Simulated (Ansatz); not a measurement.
# SiSCl3: one change and its effect

System: SiSCl3, multiplicity 2.
Method of run 1: UKS PBE-QIDH (frozen core)/def2-TZVPP (Ansatz 0.2.0).

The geometry comes from this level: PBE0-D4/def2-TZVP. Text and figures count atoms from 1; the logs count them from 0 in places.

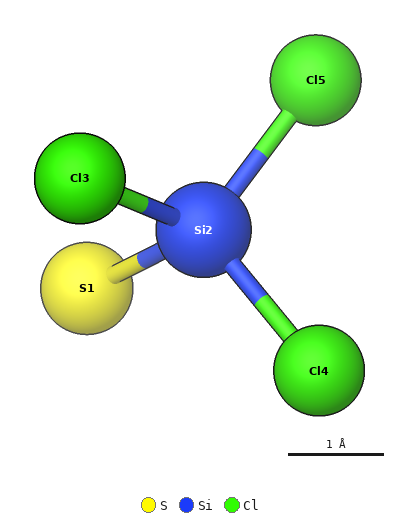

The structure as given in the input (ball-and-stick view, seen at a tilt; atoms are numbered from 1 in the order of the input).

**Input, run 1**
```yaml
crystal:
  periodic: [false, false, false]
  atoms:
    - {symbol: S, position_ang: [-0.957708, -0.126041, 1.840653]}
    - {symbol: Si, position_ang: [-0.006642, 0.003745, -0.023666]}
    - {symbol: Cl, position_ang: [1.606381, -1.219432, 0.152065]}
    - {symbol: Cl, position_ang: [-1.189584, -0.622665, -1.548791]}
    - {symbol: Cl, position_ang: [0.597453, 1.890794, -0.461662]}
basis:
  gaussian: {orbitals: def2-TZVPP}
magnetization: {spin_polarized: true, initial_magnetization: 1}
hamiltonian: {xc: {name: PBE-QIDH}}
```

Hardware: 4 CPU threads, shared host.

**Output (run 1)**
```
Functional definition: PBE-QIDH
  parameter a = 3^(-1/3)
  parameter c = 1/3
  exchange = (1 - a)*pbe_x + a*exact_x
  correlation = (1 - c)*pbe_c + c*(mp2_os + mp2_ss)
1246 factors; integrals over basis functions are off by at most 7.2e-4 eV
mean field evaluation 1: about -56246.1085 eV, gradient 1.3e1 eV
mean field evaluation 2: about -56246.3971 eV, gradient 1.3e1 eV
mean field evaluation 4: about -56247.5127 eV, gradient 2.2e0 eV
mean field evaluation 8: about -56247.5634 eV, gradient 2.0e-1 eV
mean field evaluation 16: about -56247.5643 eV, gradient 3.6e-3 eV
mean field evaluation 32: about -56247.5643 eV, gradient 7.1e-5 eV
mean field -56247.56429982 eV, -2067.0598620499 hartree, gradient 5.6e-7 eV, S^2 0.758618; 2 other end points of the search recorded, 0 dependent functions left out
25 core orbitals not correlated: weight in the atoms' cores, before any rotation towards them, 1.000 or more for the frozen orbitals, at most 0.000 for the correlated occupied ones
reference -56247.56431144 eV, -2067.0598624769 hartree; 16, 15 occupied and 169, 170 virtual orbitals, 1246 factors
second order -25.18395069 eV of doubles, -0.00000000 eV of singles
Total energy: -56255.95896167 eV, -2067.3683601828 hartree
```

Run 2 used a changed input.

**The two runs side by side**

```csv
quantity,run 1,run 2
outcome,converged,converged
total energy (hartree),−2067.368360,−2067.864239
⟨S²⟩,0.759,0.757
basis functions,210,210
wall time (shared host),30 s,25 s
```

What was changed in the input?

The change (lines with − go, lines with + come):
```diff
-hamiltonian: {xc: {name: PBE-QIDH}}
+hamiltonian: {xc: {name: B2PLYP}}
```

The total energies belong to different methods, so their difference says nothing on which is more stable or more accurate. The functional changes from PBE-QIDH to B2PLYP.

**Output (run 2)**
```
Functional definition: B2PLYP
  parameter a = 0.53
  parameter c = 0.27
  exchange = (1 - a)*b88_x + a*exact_x
  correlation = (1 - c)*lyp_c + c*(mp2_os + mp2_ss)
1246 factors; integrals over basis functions are off by at most 7.2e-4 eV
mean field evaluation 1: about -56260.9231 eV, gradient 1.2e1 eV
mean field evaluation 2: about -56261.1532 eV, gradient 1.3e1 eV
mean field evaluation 4: about -56262.0646 eV, gradient 2.4e0 eV
mean field evaluation 8: about -56262.1067 eV, gradient 1.9e-1 eV
mean field evaluation 16: about -56262.1074 eV, gradient 2.6e-3 eV
mean field evaluation 32: about -56262.1074 eV, gradient 3.2e-5 eV
mean field -56262.10737694 eV, -2067.5943102765 hartree, gradient 4.3e-6 eV, S^2 0.756629; 2 other end points of the search recorded, 0 dependent functions left out
25 core orbitals not correlated: weight in the atoms' cores, before any rotation towards them, 1.000 or more for the frozen orbitals, at most 0.000 for the correlated occupied ones
reference -56262.10755246 eV, -2067.5943167268 hartree; 16, 15 occupied and 169, 170 virtual orbitals, 1246 factors
second order -27.20357823 eV of doubles, -0.00000000 eV of singles
Total energy: -56269.45251858 eV, -2067.8642392532 hartree
```
